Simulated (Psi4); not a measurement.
# H2O2 (hydrogen peroxide), step by step

Wanted: a single-point energy (B97-3c/def2-mTZVP), then a saddle-point search (B97-3c/def2-mTZVP), then the harmonic vibrations (B97-3c/def2-mTZVP), then a reaction path (B97-3c/def2-mTZVP) of H2O2 (hydrogen peroxide). 

The results are computed with Psi4 1.11.

### Step 1. Starting point

H2O2 has 4 atoms, charge 0, and is taken as a singlet. SMILES: `OO`. Geometry: relaxed at PBE0-D4/def2-TZVP.

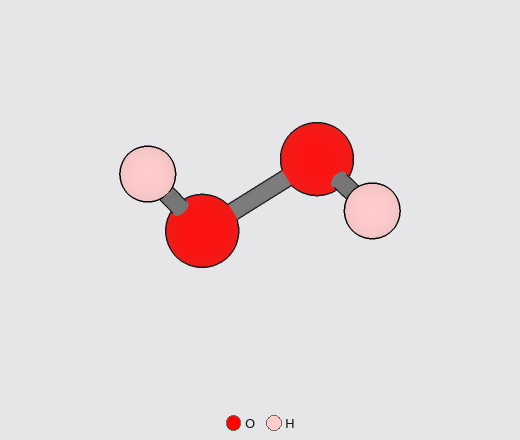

Viewed from a chosen angle; oxygen red, hydrogen pink.

### Step 2. The energy at B97-3c/def2-mTZVP (density fitting) (run 1)

calc.py

```python
import psi4

psi4.set_memory(1600000000)
psi4.set_num_threads(1)
psi4.set_output_file('output.dat', False)

mol = psi4.geometry("""
0 1
O     -0.486800    -0.581100     0.030600
O      0.048300     0.728400     0.206900
H      0.186400    -1.117000     0.467400
H      0.252100     0.969800    -0.704900
units angstrom
symmetry c1
""")

psi4.set_options(dict(reference='rks'))

result = psi4.energy("b97-3c")
print('E =', round(result, 9))
for k, v in sorted(psi4.core.scalar_variables().items()):
    print(f'{k:45s} {v:18.10f}')
```

Run with:

```sh
$ python calc.py
```

output.dat:

```text
[...]
  Running in c1 symmetry.
[...]
  Nuclear repulsion =   37.283118773714371
[...]
  Multiplicity = 1
[...]
  Nalpha       = 9
  Nbeta        = 9
[...]
    Number of basis functions: 54
[...]
   @DF-RKS iter   1:  -151.35234997303226   -2.25252e-01   1.15584e-02 ADIIS/DIIS
[...]
   @DF-RKS iter   9:  -151.49204128363866   -1.19309e-09   7.84251e-08 DIIS
[...]
    Orbital Energies [Eh]
    ---------------------
    Doubly Occupied:
       1A    -18.803838     2A    -18.803811     3A     -1.049122
       4A     -0.827325     5A     -0.500563     6A     -0.442913
       7A     -0.377521     8A     -0.270810     9A     -0.229494
[...]
  @DF-RKS Final Energy:  -151.49204128363866
   => Energetics <=
    Nuclear Repulsion Energy =             37.2831187737143708
    One-Electron Energy =                -282.3736526704057042
    Two-Electron Energy =                 111.3547296273116274
    DFT Exchange-Correlation Energy =     -17.7467674402827065
    Empirical Dispersion Energy =          -0.0094695739762484
    VV10 Nonlocal Energy =                  0.0000000000000000
    Total Energy =                       -151.4920412836386561
[...]
 Multipole Moments:
 ------------------------------------------------------------------------------------
     Multipole            Electronic (a.u.)      Nuclear  (a.u.)        Total (a.u.)
 ------------------------------------------------------------------------------------
 L = 1.  Multiply by 2.5417464519 to convert [e a0] to [Debye]
 Dipole X            :         -0.2069757            0.7731780            0.5662023
 Dipole Y            :          0.0695203           -0.2596362           -0.1901159
 Dipole Z            :          0.1121144           -0.4187680           -0.3066536
 Magnitude           :                                                    0.6713907
[...]
```

On the terminal:

```text
E = -151.492041284
B973C DISPERSION CORRECTION ENERGY                 -0.0019592726
CURRENT ENERGY                                   -151.4920412836
CURRENT REFERENCE ENERGY                         -151.4920412836
DD SOLVATION ENERGY                                 0.0000000000
DFT FUNCTIONAL TOTAL ENERGY                      -151.4825717097
DFT TOTAL ENERGY                                 -151.4920412836
DFT VV10 ENERGY                                     0.0000000000
DFT XC ENERGY                                     -17.7467674403
DISPERSION CORRECTION ENERGY                       -0.0094695740
GRID ELECTRONS ALPHA                                9.0000004592
GRID ELECTRONS BETA                                 9.0000004592
GRID ELECTRONS TOTAL                               18.0000009184
NUCLEAR REPULSION ENERGY                           37.2831187737
ONE-ELECTRON ENERGY                              -282.3736526704
PCM POLARIZATION ENERGY                             0.0000000000
PE ENERGY                                           0.0000000000
SCF ITERATION ENERGY                             -151.4920412836
SCF ITERATIONS                                      9.0000000000
SCF TOTAL ENERGY                                 -151.4920412836
TWO-ELECTRON ENERGY                               111.3547296273
XC GRID RADIAL POINTS                              75.0000000000
XC GRID SPHERICAL POINTS                          302.0000000000
XC GRID TOTAL POINTS                            87960.0000000000
```

Wall time 3.3 s (1 thread of AMD EPYC 9R45 (Zen 5), shared host); peak memory 0.34 GiB.

### Step 3. A transition-state search at B97-3c/def2-mTZVP (density fitting, full hess every 0) (run 2)

calc.in

```
memory 1600 MB

molecule mol {
  0 1
  O     -0.486800    -0.581100     0.030600
  O      0.048300     0.728400     0.206900
  H     -0.589906    -0.864385     0.947279
  H      0.252100     0.969800    -0.704900
  symmetry c1
}

set reference rks
set opt_type ts
set full_hess_every 0
set geom_maxiter 40

E, wfn = opt("b97-3c", return_wfn=True)
print_variables()
```

Run with:

```sh
$ psi4 -i calc.in -o calc.out -n 1
```

calc.out:

```text
[...]
  Running in c1 symmetry.
[...]
  Nuclear repulsion =   37.265002592242986
[...]
  Multiplicity = 1
[...]
  Nalpha       = 9
  Nbeta        = 9
[...]
    Number of basis functions: 54
[...]
   @DF-RKS iter   1:  -151.34988474978840   -2.24270e-01   1.15693e-02 DIIS/ADIIS
[...]
  ==> Harmonic Vibrational Analysis <==
[...]
  Freq [cm^-1]                414.4357i           241.9193i           151.2115i
[...]
  IR activ [km/mol]            244.0311             0.6450              0.0140
[...]
  Freq [cm^-1]                 77.9382i           1025.5294           1257.7211
[...]
  IR activ [km/mol]             0.3014              0.0275             122.5833
[...]
  Freq [cm^-1]                1560.9991           3744.8100           3756.9777
[...]
  IR activ [km/mol]             0.0128              0.0666             61.3398
[...]
  Total E_0, Enthalpy at 0 [K]                                                         -151.46325006 [Eh]
[...]
  Total H, Enthalpy at  298.15 [K]                                                     -151.45942286 [Eh]
[...]
  Total G, Gibbs energy at  298.15 [K]                                                 -151.48533916 [Eh]
[...]
   @DF-RKS iter   7:  -151.49024545077700   -3.12639e-13   6.84027e-10 DIIS
[...]
    Orbital Energies [Eh]
    ---------------------
    Doubly Occupied:
       1A    -18.803663     2A    -18.803635     3A     -1.030707
       4A     -0.833102     5A     -0.472466     6A     -0.458761
       7A     -0.341876     8A     -0.327134     9A     -0.206485
[...]
  @DF-RKS Final Energy:  -151.49024545077700
   => Energetics <=
    Nuclear Repulsion Energy =             36.4951550064541408
    One-Electron Energy =                -280.8618103965637260
    Two-Electron Energy =                 110.6125010264910600
    DFT Exchange-Correlation Energy =     -17.7270412853937671
    Empirical Dispersion Energy =          -0.0090498017646967
    VV10 Nonlocal Energy =                  0.0000000000000000
    Total Energy =                       -151.4902454507769960
[...]
  -Total Gradient:
     Atom            X                  Y                   Z
    ------   -----------------  -----------------  -----------------
       1        0.000004606084     0.000013020499     0.000003248797
       2       -0.000005696762    -0.000012562593    -0.000003299251
       3        0.000001066461     0.000001225518     0.000001680076
       4        0.000000020542    -0.000001681896    -0.000001629800
[...]
```

On the terminal:

```text
Warning: thermodynamics relations excluded imaginary frequencies: ['414.4357i' '241.9193i' '151.2115i' '77.9382i']
Optimizer: Optimization complete!
```

Run time: 32 s. Hardware: 1 thread of AMD EPYC 9R45 (Zen 5), shared host; peak memory 0.38 GiB.

Steps, from the record of the run:

| step | energy from the first frame kept (eV) | largest force (eV/Å) |
| --- | --- | --- |
| 0 | 0.0000 | 1.3148 |
| 1 | -0.0311 | 0.1342 |
| 2 | -0.0312 | 0.0096 |
| 3 | -0.0312 | 0.0007 |

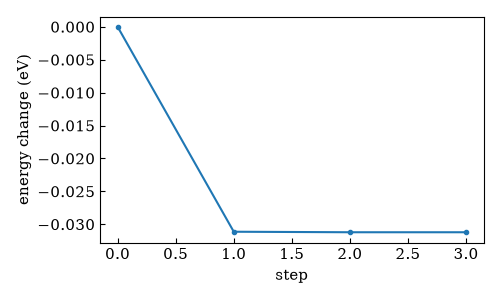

Energy along the run.

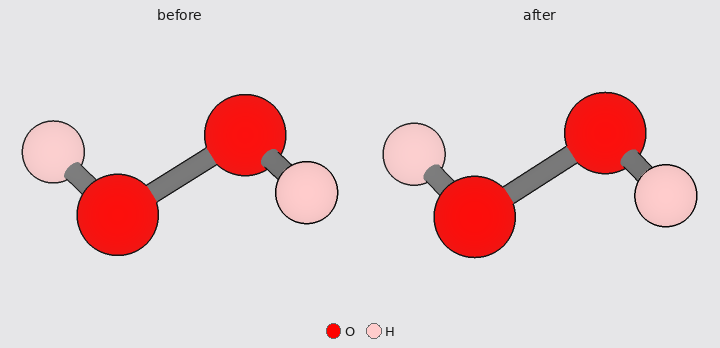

Before and after, at one scale.

After the run. Bond lengths: O1–O2 1.471 Å, O1–H3 0.967 Å, O2–H4 0.967 Å. Angles: O1–O2–H4 98.4°, O2–O1–H3 98.4°.

### Step 4. The harmonic vibrations at B97-3c/def2-mTZVP (density fitting) (run 3)

h2o2.py

```python
import psi4

psi4.set_memory(1600000000)
psi4.set_num_threads(1)
psi4.set_output_file('psi4.out', False)

geom = psi4.geometry("""
0 1
O     -0.469240    -0.611508     0.019032
O      0.081158     0.737836     0.220911
H     -0.611910    -0.846153     0.946273
H      0.223685     0.972541    -0.706337
symmetry c1
""")

psi4.set_options({
    'rotational_symmetry_number': 2,
})

e_tot = psi4.frequency('b97-3c')
print('E =', round(e_tot, 9))
for k in ('ZPVE', 'ENTHALPY', 'GIBBS FREE ENERGY'):
    print(f'{k}: {psi4.variable(k):.8f} Eh')
```

Run with:

```sh
$ python h2o2.py
```

psi4.out:

```text
[...]
  Running in c1 symmetry.
[...]
  Nuclear repulsion =   36.495154146683625
[...]
  Multiplicity = 1
[...]
  Nalpha       = 9
  Nbeta        = 9
[...]
    Number of basis functions: 54
[...]
   @DF-RKS iter   1:  -151.35626585178645   -2.77100e-01   1.13310e-02 DIIS/ADIIS
[...]
   @DF-RKS iter  10:  -151.49023972207712   -2.84217e-13   5.49601e-09 DIIS
[...]
    Orbital Energies [Eh]
    ---------------------
    Doubly Occupied:
       1A    -18.803762     2A    -18.803734     3A     -1.030353
       4A     -0.832443     5A     -0.472017     6A     -0.458681
       7A     -0.341779     8A     -0.327055     9A     -0.206375
[...]
  @DF-RKS Final Energy:  -151.49023972207712
   => Energetics <=
    Nuclear Repulsion Energy =             36.4770804725644453
    One-Electron Energy =                -280.8300828746563411
    Two-Electron Energy =                 110.5971716033049859
    DFT Exchange-Correlation Energy =     -17.7254032336019556
    Empirical Dispersion Energy =          -0.0090056896882547
    VV10 Nonlocal Energy =                  0.0000000000000000
    Total Energy =                       -151.4902397220771206
[...]
  -Total Gradient:
     Atom            X                  Y                   Z
    ------   -----------------  -----------------  -----------------
       1        0.000278466486     0.000473722627    -0.001692570659
       2       -0.000279351649    -0.000473464571     0.001692691059
       3       -0.000219107120    -0.000339115679     0.001621063025
       4        0.000219988574     0.000338859121    -0.001621183620
[...]
  ==> Harmonic Vibrational Analysis <==
[...]
  Freq [cm^-1]                334.6834i            909.2820           1239.5833
[...]
  IR activ [km/mol]            238.6004             0.0000             126.6560
[...]
  Freq [cm^-1]                1533.5381           3727.3553           3736.5216
[...]
  IR activ [km/mol]             0.0000              0.0000             61.5385
[...]
  Total E_0, Enthalpy at 0 [K]                                                         -151.46485236 [Eh]
[...]
  Total H, Enthalpy at  298.15 [K]                                                     -151.46100492 [Eh]
[...]
  Total G, Gibbs energy at  298.15 [K]                                                 -151.48635545 [Eh]
[...]
```

The script printed:

```text
Warning: thermodynamics relations excluded imaginary frequencies: ['334.6834i']
E = -151.490245451
ZPVE: 0.02539309 Eh
ENTHALPY: -151.46100492 Eh
GIBBS FREE ENERGY: -151.48635545 Eh
```

Wall time 27 s (1 thread of AMD EPYC 9R45 (Zen 5), shared host); peak memory 0.36 GiB.

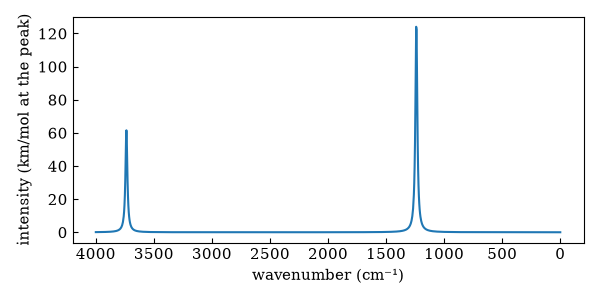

Harmonic infrared spectrum, unscaled, lines broadened by 10 cm⁻¹.

### Step 5. The intrinsic reaction coordinate at B97-3c/def2-mTZVP (density fitting, full hess every 0, irc direction backward, irc points 6, irc step size 0.2) (run 4)

calc.dat

```
memory 1600 mb

molecule m {
  0 1
  O
  O 1 r2
  H 1 r3 2 a3
  H 2 r4 1 a4 3 d4

  r2 = 1.471198
  r3 = 0.967052
  a3 = 98.40471
  r4 = 0.967052
  a4 = 98.40475
  d4 = -179.9907
  symmetry c1
}

set {
  opt_type        irc
  irc_points      6
  irc_step_size   0.2
  full_hess_every 0
  geom_maxiter    90
  irc_direction   backward
  g_convergence   gau_loose
}

e, wfn = opt("b97-3c", return_wfn=True)
```

Run with:

```sh
$ psi4 -n 1 calc.dat calc.out
```

calc.out:

```text
[...]
  Running in c1 symmetry.
[...]
  Nuclear repulsion =   36.495143828888089
[...]
  Multiplicity = 1
[...]
  Nalpha       = 9
  Nbeta        = 9
[...]
    Number of basis functions: 54
[...]
   @DF-RKS iter   1:  -151.35626589674180   -2.77101e-01   1.13310e-02 DIIS/ADIIS
[...]
  ==> Harmonic Vibrational Analysis <==
[...]
  Freq [cm^-1]                334.6609i            909.2813           1239.5490
[...]
  IR activ [km/mol]            238.6000             0.0000             126.6577
[...]
  Freq [cm^-1]                1533.5062           3727.3433           3736.4989
[...]
  IR activ [km/mol]             0.0000              0.0000             61.5397
[...]
  Total E_0, Enthalpy at 0 [K]                                                         -151.46485259 [Eh]
[...]
  Total H, Enthalpy at  298.15 [K]                                                     -151.46100515 [Eh]
[...]
  Total G, Gibbs energy at  298.15 [K]                                                 -151.48701015 [Eh]
[...]
   @DF-RKS iter   9:  -151.49227958514115   -1.13687e-13   2.18674e-09 DIIS
[...]
  @DF-RKS Final Energy:  -151.49227958514115
   => Energetics <=
    Nuclear Repulsion Energy =             36.6102017579177996
    One-Electron Energy =                -281.0721819868774105
    Two-Electron Energy =                 110.7060074351183374
    DFT Exchange-Correlation Energy =     -17.7272133056311425
    Empirical Dispersion Energy =          -0.0090934856687139
    VV10 Nonlocal Energy =                  0.0000000000000000
    Total Energy =                       -151.4922795851411479
[...]
  -Total Gradient:
     Atom            X                  Y                   Z
    ------   -----------------  -----------------  -----------------
       1        0.001319662993    -0.000195424815    -0.000410949253
       2        0.000589854708     0.001196840054     0.000410647504
       3       -0.001226826062     0.000017470755     0.000067203829
       4       -0.000683209778    -0.001019157295    -0.000066902185
[...]
    Final optimized geometry and variables:
    Molecular point group: c1
    Full point group: C1
    Geometry (in Angstrom), charge = 0, multiplicity = 1:
    O
    O             1          r2
    H             1          r3      2          a3
    H             2          r4      1          a4      3          d4
    a3        =   99.5746374921
    a4        =   99.5746677308
    d4        = -124.7238299077
    r2        =    1.4626392279
    r3        =    0.9681978262
    r4        =    0.9681995035
[...]
```

On the terminal:

```text
Warning: thermodynamics relations excluded imaginary frequencies: ['334.6609i']
Optimizer: Optimization complete!
```

It took 32 s on 1 thread of AMD EPYC 9R45 (Zen 5), shared host; peak memory 0.38 GiB.

Steps, from the record of the run:

| step | energy from the first frame kept (eV) | largest force (eV/Å) |
| --- | --- | --- |
| 0 | 0.0000 | 0.0007 |
| 1 | -0.0023 | 0.0312 |
| 2 | -0.0023 | 0.0296 |
| 3 | -0.0089 | 0.0581 |
| 4 | -0.0089 | 0.0561 |
| 5 | -0.0190 | 0.0789 |
| 6 | -0.0190 | 0.0766 |
| 7 | -0.0313 | 0.0905 |
| 8 | -0.0313 | 0.0878 |
| 9 | -0.0441 | 0.0886 |
| 10 | -0.0441 | 0.0862 |
| 11 | -0.0554 | 0.0718 |

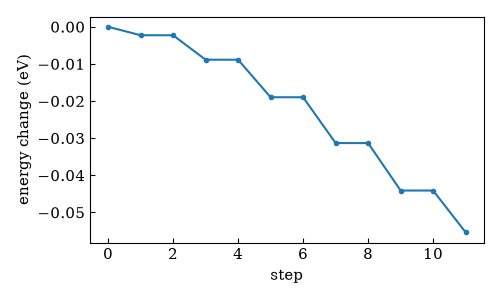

Energy along the run.

### Step 6. Summary of results

| quantity | value |
| --- | --- |
| run 1, B97-3c/def2-mTZVP: total energy | -151.49204 Eh |
| run 1, B97-3c/def2-mTZVP: dipole moment | 1.71 D |
| run 1, B97-3c/def2-mTZVP: HOMO energy | -6.24 eV |
| run 1, B97-3c/def2-mTZVP: LUMO energy | -0.66 eV |
| run 1, B97-3c/def2-mTZVP: HOMO–LUMO gap | 5.58 eV |
| run 2, B97-3c/def2-mTZVP: total energy at the end | -151.49025 Eh |
| run 2, B97-3c/def2-mTZVP: dipole moment | 0.00 D |
| run 2, B97-3c/def2-mTZVP: HOMO energy | -5.62 eV |
| run 2, B97-3c/def2-mTZVP: LUMO energy | -1.29 eV |
| run 2, B97-3c/def2-mTZVP: HOMO–LUMO gap | 4.33 eV |
| run 3, B97-3c/def2-mTZVP: lowest harmonic wavenumber | 335i cm⁻¹ (imaginary) |
| run 3, B97-3c/def2-mTZVP: highest harmonic wavenumber | 3737 cm⁻¹ |
| run 4, B97-3c/def2-mTZVP: total energy at the end | -151.49228 Eh |
| run 4, B97-3c/def2-mTZVP: dipole moment | 1.45 D |
| run 4, B97-3c/def2-mTZVP: HOMO energy | -6.14 eV |
| run 4, B97-3c/def2-mTZVP: LUMO energy | -1.21 eV |
| run 4, B97-3c/def2-mTZVP: HOMO–LUMO gap | 4.93 eV |

In words: 1 mode is imaginary (lowest 335i cm⁻¹): a first-order saddle point, unless the integration grid spoils the Hessian.
